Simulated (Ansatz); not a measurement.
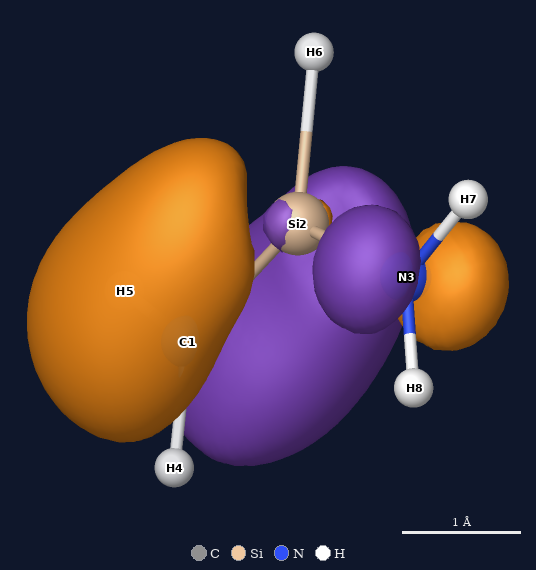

CH₅NSi. The HOMO at ±0.15 Å⁻³ᐟ² (orange and purple are the two phases), seen at an oblique angle.

Geometry: PBE0-D4/def2-TZVP.

All numbers below come from RKS PBE0-D4/def2-TZVPP (Ansatz).

```yaml
atoms:
  - { symbol: C, position_ang: [-1.0613, 0.7411, -0.8590] }
  - { symbol: Si, position_ang: [0.2697, 0.3989, 0.1285] }
  - { symbol: N, position_ang: [0.7560, -1.1169, 0.7008] }
  - { symbol: H, position_ang: [-1.7585, 0.0038, -1.2361] }
  - { symbol: H, position_ang: [-1.2489, 1.7683, -1.1484] }
  - { symbol: H, position_ang: [1.2079, 1.4216, 0.6320] }
  - { symbol: H, position_ang: [1.5600, -1.2421, 1.2895] }
  - { symbol: H, position_ang: [0.2751, -1.9746, 0.4927] }
```

### What is the character of this orbital?

Its weight (Hirshfeld) is mainly on C1 (about 50 %), Si2 (about 30 %) and N3 (about 10 %); it changes sign across the molecular plane (π type); π-bonding across C1–Si2. Its energy is −5.71 eV.
